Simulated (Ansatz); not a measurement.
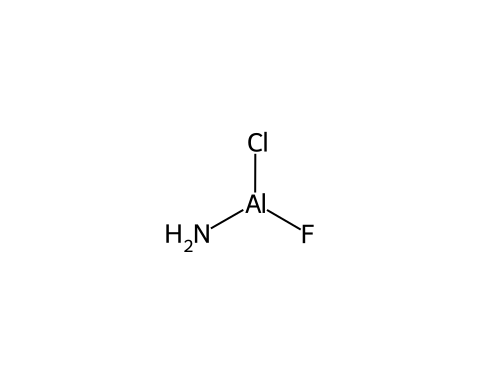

Simulated data, not a measurement (program: Ansatz).

Write the SMILES.

[NH2][Al]([F])[Cl]

Give the formula, hydrogens included.

AlClFH2N.

An optimisation with PBE-D4/def2-SVP gave a structure of which point group?

Cs.
